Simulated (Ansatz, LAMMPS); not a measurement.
# Amorphous Cd12Hg24S36 (72 atoms): support functions against a reference

Wanted: errors and times of a linear-scaling basis for amorphous Cd12Hg24S36 (72 atoms). A setting counts as converged where the r.m.s. difference of forces stays under 1 % of the r.m.s. force.

Program: Ansatz 0.2.0. Level of theory: Kohn-Sham DFT, PBE, PAW (set soft_2), plane waves. Results are calculated unless marked as measured.

## 1. The structure

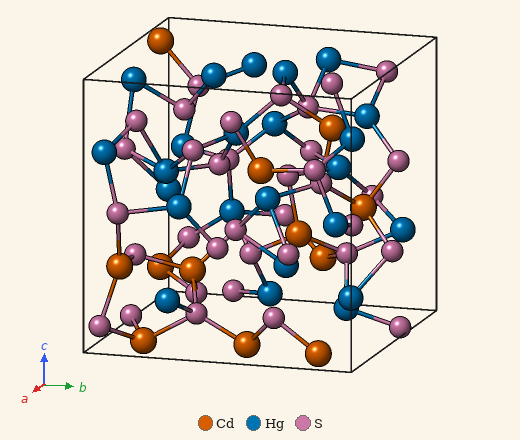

The cell as given, slightly off an axis (cadmium orange, mercury blue, sulfur pink).

The cell holds 72 atoms: 12 Cd, 24 Hg and 36 S. Its edges and angles: a = 12.348 Å, b = 12.348 Å, c = 12.348 Å, α = 90.0°, β = 90.0°, γ = 90.0°. 72 atoms (12 Cd, 24 Hg, 36 S) placed at random at 6.45 g/cm³, melted at 2500 K for 10 ps at fixed volume with the Stillinger-Weber II-VI potential (Zhou et al., Phys. Rev. B 88, 085309 (2013)). Quenched from 2500 K to 100 K at 1000 K/ps and fixed volume, held 5 ps, then minimised at fixed cell.

Before any run, some limits are plain. The quench rate of 1000 K/ps is many orders above laboratory rates, so the cell is likely richer in defects and strain than a real sample. The starting topology of bonds comes from the classical model, and needn't be the one that DFT or experiment would give. Only the Γ point is sampled, in a cell whose shortest periodic width is 12 Å. Spin–orbit coupling is left out, which matters for the levels of the heavy elements.

## 2. The classical run that made the cell

A classical potential makes the cell, at a small fraction of what the same run would cost in DFT.

This step: classical MD, Stillinger-Weber II-VI potential (Zhou et al., Phys. Rev. B 88, 085309 (2013)) (LAMMPS 22 Jul 2025 - Update 4).

Contents of in.lmp:

```
# melt-quench of Cd12Hg24S36
units metal
atom_style atomic
boundary p p p
region box block 0 12.3485 0 12.3485 0 12.3485
create_box 3 box
mass 1 112.4140   # Cd
mass 2 200.5920   # Hg
mass 3 32.0600   # S
create_atoms 1 random 12 76850 NULL overlap 2.14 maxtry 2000
create_atoms 2 random 24 76857 NULL overlap 2.14 maxtry 2000
create_atoms 3 random 36 76864 NULL overlap 2.14 maxtry 2000
pair_style sw
pair_coeff * * CdTeZnSeHgS0.sw Cd Hg S
neigh_modify delay 0 every 1 check yes
thermo_style custom step time temp pe press density
thermo_modify norm yes
timestep 0.001
thermo 100
min_style cg
minimize 1e-4 1e-4 200 2000
reset_timestep 0
velocity all create 2500 76851 mom yes dist gaussian
fix lim all nve/limit 0.05
fix lan all langevin 2500 2500 0.1 76852 zero yes
thermo 500
run 1000 post no
unfix lim
unfix lan
thermo 1666
fix md all nvt temp 2500 2500 0.1
run 10000 post no
unfix md
thermo 240
fix md all nvt temp 2500 100 0.1
run 2400 post no
unfix md
thermo 2500
fix md all nvt temp 100 100 0.1
run 5000 post no
unfix md
thermo 100
min_style cg
minimize 0 1e-3 2000 20000
write_dump all custom glass.dump id type xs ys zs modify sort id
```

Started as:

```sh
$ lmp -in in.lmp -log none -nocite
```

Numbers of over 12 decimals in the logs are rounded to 6 here.

The program printed:

```text
LAMMPS (22 Jul 2025 - Update 4)
Created orthogonal box = (0 0 0) to (12.3485 12.3485 12.3485)
Created 12 atoms
Created 24 atoms
Created 36 atoms
   Step          Time           Temp          PotEng         Press         Density
         0   0              0              0.69907958     456512.7       6.4529669
        93   0.093          0             -1.8166809      5891.0252      6.4529669
Loop time of 0.0249706 s on 1 MPI rank(s) for 93 steps with 72 atoms
Minimization stats:
  Stopping criterion = energy tolerance
  Energy initial, next-to-last, final =
     0.699079580339454  -1.81650788488074  -1.81668093626492
  Force two-norm initial, final = 107.98737 0.47438734
  Iterations, force evaluations = 93 157
   Step          Time           Temp          PotEng         Press         Density
         0   0              2500          -1.8166809      18905.885      6.4529669
       500   0.5            2694.9996     -1.4483656      61562.473      6.4529669
[... 10 lines left out ...]
[... 1 line left out ...]
Loop time of 1.6457 s on 1 MPI rank(s) for 10000 steps with 72 atoms
   Step          Time           Temp          PotEng         Press         Density
[... 12 lines left out ...]
Loop time of 0.38618 s on 1 MPI rank(s) for 2400 steps with 72 atoms
   Step          Time           Temp          PotEng         Press         Density
[... 2 lines left out ...]
     17500   17.5           104.40802     -1.9021177     -6473.1239      6.4529669
     18400   18.4           103.29601     -1.9031819     -8697.4796      6.4529669
Loop time of 0.699942 s on 1 MPI rank(s) for 5000 steps with 72 atoms
   Step          Time           Temp          PotEng         Press         Density
     18400   18.4           103.29601     -1.9031819     -8697.4796      6.4529669
     18454   18.454         103.29601     -1.9145406     -11665.381      6.4529669
Loop time of 0.0155423 s on 1 MPI rank(s) for 54 steps with 72 atoms
Minimization stats:
  Stopping criterion = force tolerance
  Energy initial, next-to-last, final =
     -1.90318193741639  -1.91454059990637  -1.91454060072244
  Force two-norm initial, final = 3.2032465 0.00095666853
  Iterations, force evaluations = 54 108
```

The job ended after 3.1 s (1 thread of Arm Neoverse V1, shared host; peak memory 0.071 GiB).

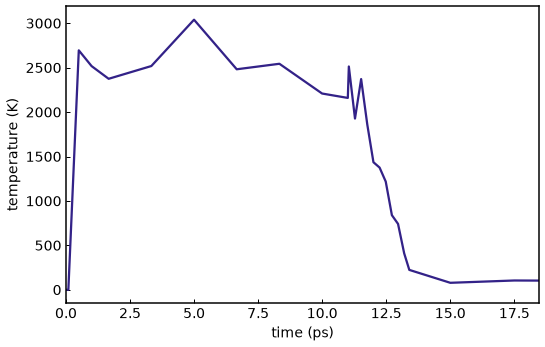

Temperature against time.

## 3. Plane-wave single point

The first run fixes the reference, at a cutoff of 420 eV.

Contents of input.yaml:

```yaml
crystal:
  lattice:
    - [12.3485, 0.0, 0.0]
    - [0.0, 12.3485, 0.0]
    - [0.0, 0.0, 12.3485]
  atoms:
    - { symbol: Cd, position: [0.37391, 0.60422, 0.33647] }
    - { symbol: Cd, position: [0.36654, 0.08559, 0.17841] }
    - { symbol: Cd, position: [0.63692, 0.29133, 0.24135] }
    - { symbol: Cd, position: [0.87785, 0.62371, 0.68343] }
    - { symbol: Cd, position: [0.14914, 0.01738, 0.94969] }
    - { symbol: Cd, position: [0.09954, 0.60853, 0.188] }
    - { symbol: Cd, position: [0.53755, 0.78205, 0.77348] }
    - { symbol: Cd, position: [0.38595, 0.8496, 0.45434] }
    - { symbol: Cd, position: [0.91609, 0.85049, 0.03868] }
    - { symbol: Cd, position: [0.80346, 0.54779, 0.02505] }
    - { symbol: Cd, position: [0.81035, 0.16349, 0.01316] }
    - { symbol: Cd, position: [0.91455, 0.10792, 0.30501] }
    - { symbol: Hg, position: [0.16784, 0.44857, 0.68218] }
    - { symbol: Hg, position: [0.41543, 0.56746, 0.93359] }
    - { symbol: Hg, position: [0.11424, 0.63329, 0.91764] }
    - { symbol: Hg, position: [0.91502, 0.32918, 0.53887] }
    - { symbol: Hg, position: [0.9672, 0.0675, 0.73058] }
    - { symbol: Hg, position: [0.21944, 0.30605, 0.3633] }
    - { symbol: Hg, position: [0.18212, 0.6918, 0.54288] }
    - { symbol: Hg, position: [0.25824, 0.8228, 0.75694] }
    - { symbol: Hg, position: [0.97984, 0.30688, 0.20855] }
    - { symbol: Hg, position: [0.64002, 0.45571, 0.75541] }
    - { symbol: Hg, position: [0.68987, 0.5888, 0.5349] }
    - { symbol: Hg, position: [0.47572, 0.32004, 0.91883] }
    - { symbol: Hg, position: [0.1528, 0.92299, 0.32533] }
    - { symbol: Hg, position: [0.35583, 0.77652, 0.07341] }
    - { symbol: Hg, position: [0.9077, 0.91241, 0.51325] }
    - { symbol: Hg, position: [0.02292, 0.32664, 0.85591] }
    - { symbol: Hg, position: [0.4951, 0.02704, 0.88738] }
    - { symbol: Hg, position: [0.72941, 0.91754, 0.7864] }
    - { symbol: Hg, position: [0.44787, 0.14172, 0.4838] }
    - { symbol: Hg, position: [0.57882, 0.86392, 0.16729] }
    - { symbol: Hg, position: [0.67569, 0.20531, 0.60601] }
    - { symbol: Hg, position: [0.23051, 0.45144, 0.07469] }
    - { symbol: Hg, position: [0.59009, 0.62625, 0.27228] }
    - { symbol: Hg, position: [0.19279, 0.11694, 0.58177] }
    - { symbol: S, position: [0.78716, 0.12961, 0.80945] }
    - { symbol: S, position: [0.37206, 0.56342, 0.54684] }
    - { symbol: S, position: [0.11647, 0.27817, 0.04716] }
    - { symbol: S, position: [0.57943, 0.01954, 0.65327] }
    - { symbol: S, position: [0.47452, 0.25393, 0.11902] }
    - { symbol: S, position: [0.70526, 0.09909, 0.30007] }
    - { symbol: S, position: [0.33967, 0.97221, 0.01418] }
    - { symbol: S, position: [0.47808, 0.98707, 0.32491] }
    - { symbol: S, position: [0.17924, 0.1312, 0.24599] }
    - { symbol: S, position: [0.98615, 0.12343, 0.51575] }
    - { symbol: S, position: [0.06156, 0.83471, 0.87679] }
    - { symbol: S, position: [0.51897, 0.35394, 0.60652] }
    - { symbol: S, position: [0.01752, 0.76571, 0.40614] }
    - { symbol: S, position: [0.16027, 0.16265, 0.79802] }
    - { symbol: S, position: [0.27768, 0.31095, 0.56681] }
    - { symbol: S, position: [0.4043, 0.18713, 0.76918] }
    - { symbol: S, position: [0.82971, 0.4458, 0.37603] }
    - { symbol: S, position: [0.77837, 0.69421, 0.35929] }
    - { symbol: S, position: [0.90858, 0.6816, 0.1556] }
    - { symbol: S, position: [0.97324, 0.05185, 0.09529] }
    - { symbol: S, position: [0.93818, 0.53218, 0.86792] }
    - { symbol: S, position: [0.27843, 0.60915, 0.77865] }
    - { symbol: S, position: [0.57992, 0.43446, 0.38568] }
    - { symbol: S, position: [0.02517, 0.54021, 0.5559] }
    - { symbol: S, position: [0.63328, 0.06048, 0.05827] }
    - { symbol: S, position: [0.24594, 0.74336, 0.24636] }
    - { symbol: S, position: [0.54156, 0.74129, 0.56999] }
    - { symbol: S, position: [0.33813, 0.96575, 0.62113] }
    - { symbol: S, position: [0.34737, 0.41662, 0.246] }
    - { symbol: S, position: [0.82316, 0.35209, 0.72574] }
    - { symbol: S, position: [0.71746, 0.83798, 0.98111] }
    - { symbol: S, position: [0.6212, 0.61784, 0.90083] }
    - { symbol: S, position: [0.6995, 0.90757, 0.46389] }
    - { symbol: S, position: [0.79666, 0.35712, 0.12361] }
    - { symbol: S, position: [0.89895, 0.83099, 0.70445] }
    - { symbol: S, position: [0.07361, 0.45769, 0.3268] }
kpoints:
  mp_grid: { grid: [1, 1, 1] }
hamiltonian:
  xc: pbe
scf:
  occupations: { method: gaussian, width: 0.025 }
output:
  forces: true
  stress: true
  populations: intrinsic
  dos:
    method: { smearing: { sigma: 0.15 } }
    de: 0.1
    projected: { site_lists: { Cd: [Cd], Hg: [Hg], S: [S] } }
  eigenvalues: true
  write_density: true
  write_potential: true
  volumetric_format: npy
```

Started as:

```sh
$ ansatz run input.yaml --threads 8 --pin off --max-ram 15872MiB --backend cpu --events-out ev --progress --plain --runs-dir out
```

The program printed:

```text
Engine: ansatz 0.2.0, aarch64-unknown-linux-gnu
Pseudopotentials: kind: paw
Pseudopotential: Cd, paw, valence charge 20, recommended cutoff 420 eV (normal), Cd.paw.azcp
Pseudopotential: Hg, paw, valence charge 20, recommended cutoff 420 eV (normal), Hg.paw.azcp
Pseudopotential: S, paw, valence charge 6, recommended cutoff 420 eV (normal), S.paw.azcp
[... 5 lines on functional and potentials left out ...]
Crystal: 72 atoms, lattice volume = 1882.967 Å³
Basis set: ecut = 420 eV, 36785 PW (Γ), exchange–correlation on 180×180×180 points (8 copies of the dense FFT grid, shifted against one another)
Bands: 562, of which v1, the nominal top of the filled ones, is band 468 counted from 1 (467 counted from 0)
Symmetry: 1 space group operations
Space group: P1 (ITA 1), of the structure as read, at distance tolerance 1.2e-4 Å
k-points: 1
[... 7 lines on functional and potentials left out ...]
Initial density: superposition of atomic densities (neutral atoms: chi_scale 0, normalization atom), corrected by the library's trained network
Initial wavefunctions: pseudopotential atomic-orbital guess
Functional: x = pbe(κ = 0.804, μ = 0.219515), c = pbe(β = 0.066725)
SCF iter   1: F=—  HF=-463040.900962 eV  |F-HF|=—  |Δ(HF+E_count)|=         —  Δρ=4.74e-3  dr2=1.06e0  ethr=1.77e-3  ⟨swp⟩=6.0  Hψ=1991  notcnv=0  defer=14
preconditioner: auto → Resta (q_TF=auto, 2.428 Å⁻¹)  ε∞=6.0  [insulator: Δε(μ)=0.095 eV  Ē_g=9.749 eV  σ=0.025 eV  W_gap=0.99  n_scr=460 (ndim 8)  ℏωp=21.8 eV  f_vac=0.079  D(μ)=2.44/eV (n_scr^D=0)  ε∞_Penn≈6.0]
SCF iter   2: F=—  HF=-463040.832294 eV  |F-HF|=—  |Δ(HF+E_count)|=   6.87e-2  Δρ=4.12e-3  dr2=1.24e0  ethr=1.13e-4  ⟨swp⟩=3.0  Hψ=655  notcnv=0  defer=85
preconditioner: auto → LDOS  [metal: Δε(μ)=0.011 eV  Ē_g=9.747 eV  σ=0.025 eV  W_gap=0.24  n_scr=460 (ndim 8)  ℏωp=21.8 eV  f_vac=0.079  D(μ)=86.16/eV (n_scr^D=738)  β→1.0]
SCF iter   3: F=—  HF=-463040.784050 eV  |F-HF|=—  |Δ(HF+E_count)|=   4.82e-2  Δρ=1.51e-3  dr2=1.08e-1  ethr=1.13e-4  ⟨swp⟩=2.0  Hψ=556  notcnv=0  defer=85
SCF iter   4: F=—  HF=-463040.772838 eV  |F-HF|=—  |Δ(HF+E_count)|=   1.12e-2  Δρ=4.87e-4  dr2=9.82e-3  ethr=1.15e-5  ⟨swp⟩=3.0  Hψ=772  notcnv=0  defer=85
SCF iter   5: F=—  HF=-463040.771445 eV  |F-HF|=—  |Δ(HF+E_count)|=   1.39e-3  Δρ=1.99e-4  dr2=1.78e-3  ethr=1.05e-6  ⟨swp⟩=2.0  Hψ=906  notcnv=0  defer=85
SCF iter   6: F=—  HF=-463040.771080 eV  |F-HF|=—  |Δ(HF+E_count)|=   3.65e-4  Δρ=8.09e-5  dr2=3.20e-4  ethr=1.90e-7  ⟨swp⟩=2.0  Hψ=906  notcnv=0  defer=85
SCF iter   7: F=—  HF=-463040.771144 eV  |F-HF|=—  |Δ(HF+E_count)|=   6.41e-5  Δρ=3.91e-5  dr2=9.18e-5  ethr=3.42e-8  ⟨swp⟩=2.0  Hψ=762  notcnv=0  defer=85
SCF iter   8: F=—  HF=-463040.777483 eV  |F-HF|=—  |Δ(HF+E_count)|=   6.34e-3  Δρ=1.69e-5  dr2=1.71e-5  ethr=9.80e-9  ⟨swp⟩=3.0  Hψ=850  notcnv=0  defer=85
SCF iter   9: F=—  HF=-463040.777481 eV  |F-HF|=—  |Δ(HF+E_count)|=   1.78e-6  Δρ=8.16e-6  dr2=3.44e-6  ethr=1.83e-9  ⟨swp⟩=2.0  Hψ=764  notcnv=0  defer=85
SCF iter  10: F=—  HF=-463040.777481 eV  |F-HF|=—  |Δ(HF+E_count)|=   3.54e-7  Δρ=4.31e-6  dr2=9.27e-7  ethr=3.68e-10  ⟨swp⟩=2.0  Hψ=749  notcnv=0  defer=85
SCF iter  11: F=—  HF=-463040.777481 eV  |F-HF|=—  |Δ(HF+E_count)|=   8.04e-8  Δρ=2.32e-6  dr2=2.73e-7  ethr=9.91e-11  ⟨swp⟩=2.0  Hψ=765  notcnv=0  defer=85
SCF iter  12: F=-463040.777481 eV  HF=-463040.777481 eV  |F-HF|=7.61e-8  |Δ(HF+E_count)|=   2.49e-8  Δρ=1.34e-6  dr2=9.01e-8  ethr=1.07e-11  ⟨swp⟩=14.0  Hψ=4054  notcnv=0
SCF 1 converged in 12 iterations: F = -463040.777481 eV  dr2 = 9.01e-8
  greatest PAW one-centre occupation: 1.000 electrons in one spin orbital (limit 2), on the Hg atom at site 29 (counted from 0), in its partial waves of l = 0
SCF converged after 12 iterations
Free energy (F): -463040.777481 eV
Harris-Foulkes:  -463040.777481 eV  (|F-HF|=7.61e-8)
Internal energy: -463040.763311 eV  (E = F + TS)
E sigma→0 (E₀):  -463040.770396 eV
Entropy (-TS):   -0.014170 eV (-0.197 meV/atom)
Fermi energy:    7.620732 eV
--- Per-component energies (eV) ---
  E_band       = -18409.834984
  E_kinetic    = 24262.466520
  E_local      = -136163.807256  (includes V_loc(G=0)·N_el)
  E_nonlocal   = 3199.166073
  E_hartree    = 59776.330689
  E_xc         = -10835.400292
  E_vxc        = -12005.269817  (∫ρ·V_xc dr)
  E_paw        = -309277.906589  (= ΣΔE_a)
  E_vpaw       = -17255.069756  (= ΣTr[D̂ρ^β])
  E_aug_tail   = 0.022536  (compensation charges beyond the density's cutoff)
  E_ewald      = -94001.634992
  E_smearing   = -0.014170  (= −TS)
  E_closure    = 0.000000  (closes the sum)
  Σ components = -463040.777481   (vs F -463040.777481, Δ=0.00e0)
--- Forces (eV/Å), atoms counted from 1 ---
  atom   1  Cd    -0.28134497    -0.55833550     0.47418719
  atom   2  Cd     0.22712551     0.25658811     0.38843855
  atom   3  Cd     0.21041947    -0.12463152     0.39050509
  atom   4  Cd     0.29359526    -0.17424046    -0.14621243
  atom   5  Cd    -0.41053473     0.13375575     0.16167885
  atom   6  Cd    -0.61280752     0.29941208    -0.02040285
  atom   7  Cd     0.16695273    -0.28229090    -0.13976513
  atom   8  Cd     0.41159370     0.08385717     0.17736638
  atom   9  Cd     0.08535795     0.32012641     0.17565666
  atom  10  Cd     0.25756649     0.15165171     0.29018327
  atom  11  Cd     0.12491385     0.05329437     0.09318454
  atom  12  Cd    -0.56655816    -0.46010574    -0.07317871
  atom  13  Hg    -0.00133351     0.11770406    -0.60802610
  atom  14  Hg    -0.03581595    -0.30161991     0.71340534
[...]
atom  71  S     -0.26617741    -0.06431978     0.04053385
  atom  72  S     -0.77990117    -0.32191693    -0.09916413
  max |Σ_I F_I| component: 4.55e-5 eV/Å
--- Stress (GPa, compression-positive) ---
       -1.320296       0.645141      -0.065741
        0.645141      -2.783587      -0.000599
       -0.065741      -0.000599      -0.979121
  P = ⅓ Tr σ = -1.6943 GPa (-16.943 kbar)
--- Band table (eV) ---
  k-point 0: bands = ["-107.1977", "-107.0626", "-106.9905", "-106.9876", [... 546 levels ...], "13.5516", "13.5916", "13.6303", "13.6675", "13.7465", "13.7774", "13.8101", "13.9006", "13.9425", "14.0029", "14.0928", "14.1047"]
--- intrinsic populations: 72 sites ---
  site symbol       q [e]
     0     Cd     18.9309
     1     Cd     18.7725
     2     Cd     18.7731
[...]
71      S      6.8849
  spilling = 0.000000 (of n_electrons = 936.000000)
```

Elapsed: 30 s, on 8 threads of Arm Neoverse V1, shared host; peak memory 3 GiB.

Numbers from this run:

```yaml
free_energy: -463040.7775 eV
free_energy_per_atom: -6431.1219 eV/atom
scf_cycles: 12
pressure: -1.694 GPa
r_m_s_force_component: 0.3997 eV/Å
longest_force: 1.548 eV/Å
fermi_energy: 7.621 eV
levels_partly_filled_by_over_2_per_cent: 2
```

The r.m.s. force component of 0.40 eV/Å sets the scale for the differences below.

## 4. Support functions low

With localised support functions most steps grow linearly with size, though the diagonalisation grows faster unless the density matrix is cut; this run measures error and cost at this size.

This step: Kohn-Sham DFT, PBE, PAW (set soft_2), localised support functions (low) (Ansatz 0.2.0).

input.yaml, the sections that differ from step 3:

```yaml
scf:
  occupations: { method: gaussian, width: 0.025 }
  eigensolver: { kind: { support_functions: { accuracy: low } } }
  max_iter: 150
output:
  forces: true
  eigenvalues: true
# crystal, kpoints, hamiltonian: as in step 3
```

The program printed:

```text
Warning: scf.eigensolver.kind.support_functions: disabling space-group detection — the functions' gradient is summed over unrotated k-points, so no spatial operation reduces the k-mesh or symmetrises the density; time reversal is kept, so that k and −k are solved as one point where they differ and the mesh holds both, and exact exchange and, on two spinor components, a DFT+U term hold to it where the run has them: [...]
settings of this run that can trade accuracy for cost: scf.eigensolver.kind.support_functions; scf.eigensolver.kind.support_functions.accuracy: low [...]
[...]
Crystal: 72 atoms, lattice volume = 1882.967 Å³
Basis set: ecut = 420 eV, 36785 PW (Γ), exchange–correlation on 180×180×180 points (8 copies of the dense FFT grid, shifted against one another)
Bands: 562, of which v1, the nominal top of the filled ones, is band 468 counted from 1 (467 counted from 0)
Symmetry: 1 space group operations
k-points: 1
[...]
SCF iter   1: F=—  HF=-463025.166361 eV  |F-HF|=—  |Δ(HF+E_count)|=         —  Δρ=4.23e-2  dr2=1.33e2  ethr=1.00e-1
[...]
SCF iter  15: F=—  HF=-463040.836448 eV  |F-HF|=—  |Δ(HF+E_count)|=   1.97e-3  Δρ=2.71e-5  dr2=5.21e-5  ethr=1.18e-8  κ⁻¹=7.1e-4(r=7)
SCF iter  16: F=-463040.838117 eV  HF=-463040.838121 eV  |F-HF|=4.56e-6  |Δ(HF+E_count)|=   1.67e-3  Δρ=1.40e-5  dr2=1.27e-5  ethr=5.56e-9
SCF 1 converged in 16 iterations: F = -463040.869907 eV  dr2 = 1.27e-5
[...]
SCF converged after 16 iterations
Stability not checked: this state was not tested for a lower state beside it, because the mixer in use, unlike msr1, does not test its closes by its own steps (another_mixer; see scf.mixing.algorithm and scf.lower_state_search)
Free energy (F): -463040.869907 eV
[...]
Internal energy: -463040.855891 eV  (E = F + TS)
E sigma→0 (E₀):  -463040.862899 eV
Entropy (-TS):   -0.014016 eV (-0.195 meV/atom)
Fermi energy:    7.620936 eV
[...]
Σ components = -463040.869907   (vs F -463040.869907, Δ=0.00e0)
--- Forces (eV/Å), atoms counted from 1 ---
  atom   1  Cd    -0.28167074    -0.55857077     0.47387347
  atom   2  Cd     0.22716186     0.25661473     0.38822272
  atom   3  Cd     0.21068625    -0.12499290     0.38965752
  atom   4  Cd     0.29427131    -0.17365320    -0.14557956
[...]
atom  72  S     -0.78014349    -0.32237972    -0.09912369
  max |Σ_I F_I| component: 2.65e-3 eV/Å
--- Band table (eV) ---
[...]
```

It took 98 s on 8 threads; peak memory 4.2 GiB.

The program notes that the band table was not solved further than the SCF left it and it switched symmetry off.

Keys that differ from the reference: support_functions.accuracy = "low" and scf.max_iter = 150.

Forces differ from the reference by 0.44 meV/Å r.m.s., 0.11 % of their size, well within a tolerance of 1 %; the energy by -1.3 meV/atom. It took 98 s and 16 cycles; the reference's time can't be set against it, since the two runs asked for unlike analyses.

[end of part 1 of 3]

[Logs are printed without paths, hosts, clocks, repeated set-up lines and the standing remarks that a program may print on its own settings, such as how far it seeks lower states.]

[Hosts, paths, dates, database ids (printed as entryN), source tags and the programs' standing remarks are cut or masked in the printed files.]
